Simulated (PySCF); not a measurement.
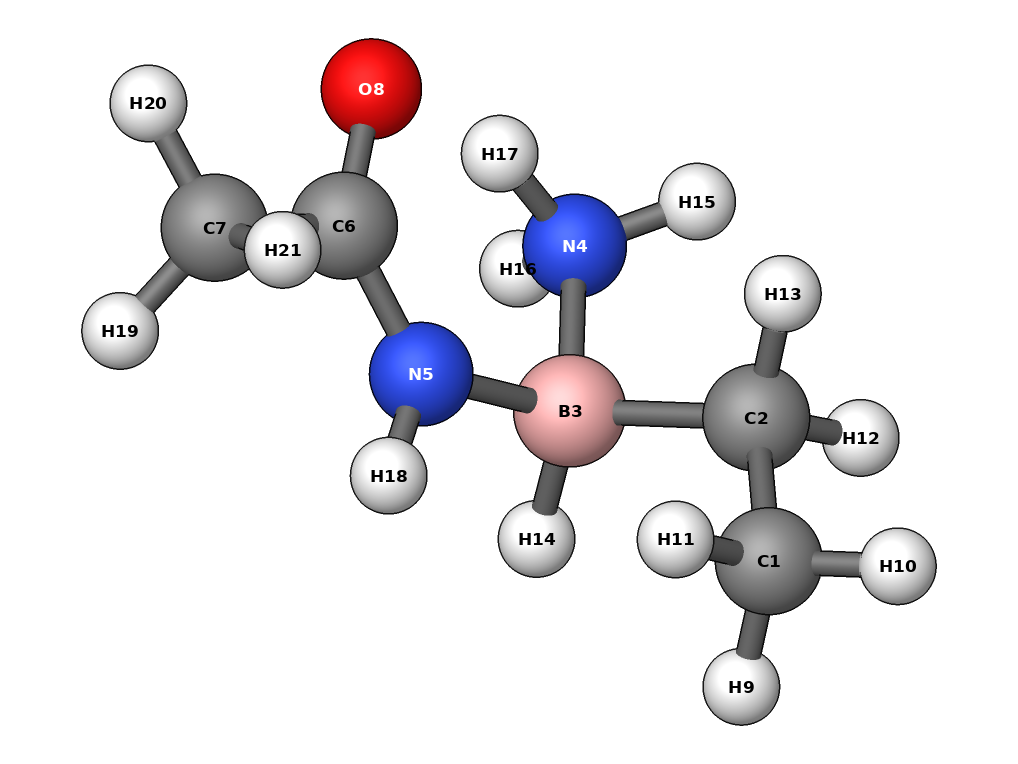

Computed geometry: GFN2-xTB optimisation. No frequency run is at hand to confirm it as a minimum. Level of theory: GIAO PBE0/pcSseg-1 NMR shielding, non-relativistic, gas phase (PySCF 2.14.0). Principal shieldings σ11 ≤ σ22 ≤ σ33, span Ω = σ33 − σ11, skew κ = 3(σiso − σ22)/Ω.

> Which C atom has the most anisotropic shielding?

C6, with a span of 155 ppm.

Give the shielding tensors of the C atoms.

```
atom    σ11    σ22    σ33   σiso      Ω      κ
  C1  166.0  169.2  186.9  174.0   20.9   0.69
  C2  156.2  166.9  174.9  166.0   18.6  −0.15
  C6  −62.1  −11.1   93.3    6.7  155.5   0.34
  C7  129.2  156.1  194.7  160.0   65.5   0.18
```

Shieldings and span in ppm.

The geometry is semi-empirical. Around B such bond lengths and angles can be off by a tenth of an ångström or more and by several degrees, and values that hang on the shape move with them.
